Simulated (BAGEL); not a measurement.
# [GePH4]− (SMILES [PH-][GeH3]): CASPT2(14,12)/6-31G(d) (density fitting with cc-pvqz-jkfit, spherical functions)

Aim: the vertical singlet–triplet gap of [GePH4]− at CASPT2(14,12)/6-31G* (density fitting with cc-pvqz-jkfit, spherical functions), from 2 runs. 

The results are computed with BAGEL 1.2.2.

1 further run of the same task is left out (set aside as unsound or not needed).

### Step 1. The molecule

[GePH4]− has 6 atoms, charge -1, and is taken as a singlet. SMILES: `[PH-][GeH3]`. Geometry: a GFN2-xTB relaxation, a rough one for these elements and not checked as a minimum.

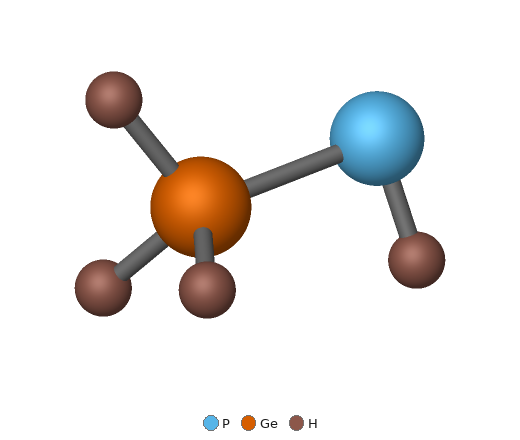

Viewed from a chosen angle; phosphorus blue, germanium orange, hydrogen brown.

### Step 2. The energy at CASPT2(14,12)/6-31G(d) (density fitting with cc-pvqz-jkfit, spherical functions)

Contents of input.json:

```json
{ "bagel" : [

{
  "title" : "molecule",
  "basis" : "6-31gs.json",
  "df_basis" : "cc-pvqz-jkfit",
  "angstrom" : true,
  "geometry" : [
    { "atom" : "P", "xyz" : [       1.194150,      -1.357270,       0.385280 ] },
    { "atom" : "Ge", "xyz" : [      -0.044370,       0.392180,      -0.172660 ] },
    { "atom" : "H", "xyz" : [       0.108190,      -2.000860,       0.907060 ] },
    { "atom" : "H", "xyz" : [      -1.215640,       0.241830,      -1.179700 ] },
    { "atom" : "H", "xyz" : [       0.748630,       1.514330,      -0.854520 ] },
    { "atom" : "H", "xyz" : [      -0.790970,       1.209800,       0.914530 ] }
  ]
},

{
  "title" : "hf",
  "charge" : -1
},

{
  "title" : "casscf",
  "nstate" : 1,
  "nact" : 12,
  "nclosed" : 19,
  "charge" : -1,
  "maxiter" : 200,
  "natocc" : true
},

{
  "title" : "print",
  "file" : "orbitals.molden",
  "orbitals" : true
},

{
  "title" : "smith",
  "method" : "caspt2",
  "ms" : true,
  "xms" : true,
  "sssr" : true,
  "shift" : 0.0,
  "ncore" : 14
}

]}
```

The basis set 6-31G* is read from a file made from the Basis Set Exchange's data (not shown).

The run is started by

```console
$ BAGEL_NUM_THREADS=1 BAGEL input.json > input.out
```

What it wrote:

```text
* using 1 threads per process

  ===============================================================
  ===============================================================

  *** Geometry ***

  { "atom" : "P", "xyz" : [      2.256616,     -2.564869,      0.728074 ] },
  { "atom" : "Ge", "xyz" : [     -0.083847,      0.741113,     -0.326280 ] },
  { "atom" : "H", "xyz" : [      0.204449,     -3.781077,      1.714095 ] },
  { "atom" : "H", "xyz" : [     -2.297227,      0.456992,     -2.229310 ] },
  { "atom" : "H", "xyz" : [      1.414706,      2.861669,     -1.614809 ] },
  { "atom" : "H", "xyz" : [     -1.494717,      2.286191,      1.728211 ] },

  Number of auxiliary basis functions:      570

  Since a DF basis is specified, we compute 2- and 3-index integrals:
    o Being stored without compression. Storage requirement is 0.015 GB

[... 18 lines left out ...]
    * SCF iteration converged.
[... 1 line left out ...]
    * Permanent dipole moment:
[... 22 lines left out ...]
    * Second-order optimization converged. *
[... 11 lines left out ...]
     * ci vector, state   0, <S^2> = -0.0000
[... 5 lines left out ...]
    * METHOD: CASSCF                             509.35

    * METHOD: PRINT                                0.01

  === SMITH program ===

    * freezing 14 orbitals

    * Approximate memory requirement for SMITH calulation per MPI process:
      o Storage requirement for T-amplitude, lambda, and residual is 0.00 GB
      o Storage requirement for MO integrals is 0.00 GB
    * Calculating and saving rdm4f

    * Third and Fock-weighted fourth order RDM ( 1, 1) evaluation
      will be done with 11 passes

    * Zeroth order energy : state  0       -4.0246749850

    * CASPT2 iteration is performed using redundant basis

      ---- iteration ----

        0    -0.29667268     0.00807052      1.00
        1    -0.29874658     0.00108119      1.00
        2    -0.29881946     0.00015172      1.00
        3    -0.29882031     0.00002103      1.01
        4    -0.29882034     0.00000430      1.03
        5    -0.29882034     0.00000059      1.02

      -------------------

    * CASPT2 energy : state  0    -2418.4754853175
        reference weight              0.9218755392

    * METHOD: SMITH                              264.22

  ===============================================================
```

Wall time 13 min (1 thread of Arm Neoverse V2, shared host); peak memory 14 GiB.

### Step 3. The triplet at the same level

Contents of calc.json:

```json
{ "bagel" : [

{
  "title" : "molecule",
  "basis" : "6-31gs.json",
  "df_basis" : "cc-pvqz-jkfit",
  "angstrom" : true,
  "geometry" : [
    { "atom" : "P", "xyz" : [       1.194150,      -1.357270,       0.385280 ] },
    { "atom" : "Ge", "xyz" : [      -0.044370,       0.392180,      -0.172660 ] },
    { "atom" : "H", "xyz" : [       0.108190,      -2.000860,       0.907060 ] },
    { "atom" : "H", "xyz" : [      -1.215640,       0.241830,      -1.179700 ] },
    { "atom" : "H", "xyz" : [       0.748630,       1.514330,      -0.854520 ] },
    { "atom" : "H", "xyz" : [      -0.790970,       1.209800,       0.914530 ] }
  ]
},

{ "title" : "hf", "charge" : -1 },

{ "title" : "casscf", "nstate" : 1, "nact" : 12, "nclosed" : 19, "charge" : -1, "nspin" : 2, "maxiter" : 200, "natocc" : true },

{ "title" : "print", "file" : "orbitals.molden", "orbitals" : true },

{ "title" : "smith", "method" : "caspt2", "ms" : true, "xms" : true, "sssr" : true, "shift" : 0.0, "ncore" : 14 }

]}
```

The basis set 6-31G* is read from a file made from the Basis Set Exchange's data (not shown).

The run is started by

```console
$ BAGEL_NUM_THREADS=1 BAGEL calc.json > calc.out
```

What it wrote:

```text
* using 1 threads per process

  ===============================================================
  ===============================================================

  *** Geometry ***

  { "atom" : "P", "xyz" : [      2.256616,     -2.564869,      0.728074 ] },
  { "atom" : "Ge", "xyz" : [     -0.083847,      0.741113,     -0.326280 ] },
  { "atom" : "H", "xyz" : [      0.204449,     -3.781077,      1.714095 ] },
  { "atom" : "H", "xyz" : [     -2.297227,      0.456992,     -2.229310 ] },
  { "atom" : "H", "xyz" : [      1.414706,      2.861669,     -1.614809 ] },
  { "atom" : "H", "xyz" : [     -1.494717,      2.286191,      1.728211 ] },

  Number of auxiliary basis functions:      570

  Since a DF basis is specified, we compute 2- and 3-index integrals:
    o Being stored without compression. Storage requirement is 0.015 GB

[... 18 lines left out ...]
    * SCF iteration converged.
[... 1 line left out ...]
    * Permanent dipole moment:
[... 22 lines left out ...]
    * Second-order optimization converged. *
[... 11 lines left out ...]
     * ci vector, state   0, <S^2> = 2.0000
[... 6 lines left out ...]
    * METHOD: PRINT                                0.01

  === SMITH program ===

    * freezing 14 orbitals

    * Approximate memory requirement for SMITH calulation per MPI process:
      o Storage requirement for T-amplitude, lambda, and residual is 0.00 GB
      o Storage requirement for MO integrals is 0.00 GB
    * Calculating and saving rdm4f

    * Third and Fock-weighted fourth order RDM ( 1, 1) evaluation
      will be done with 8 passes

    * Zeroth order energy : state  0       -3.8720722042

    * CASPT2 iteration is performed using redundant basis

      ---- iteration ----

        0    -0.31147960     0.00753868      0.99
        1    -0.31368682     0.00108649      0.99
        2    -0.31379053     0.00018518      0.99
        3    -0.31379281     0.00003055      0.99
        4    -0.31379298     0.00000975      0.99
        5    -0.31379299     0.00000163      0.99
        6    -0.31379299     0.00000058      1.00

      -------------------

    * CASPT2 energy : state  0    -2418.3465183256
        reference weight              0.9077220978

    * METHOD: SMITH                              202.90

  ===============================================================
```

It took 11 min on 1 thread of Arm Neoverse V2, shared host; peak memory 14 GiB.

### Step 4. Summary of results

At CASPT2(14,12)/6-31G* (density fitting with cc-pvqz-jkfit, spherical functions), 14 core orbitals frozen:

| quantity | value |
| --- | --- |
| singlet: total energy | -2418.47549 Eh |
| triplet: total energy | -2418.34652 Eh |
| vertical energy of the triplet above the singlet | 3.509 eV |

What this shows: At this shape the triplet lies 3.51 eV (81 kcal/mol) above the singlet. For an anion a state so high probably lies above electron detachment.
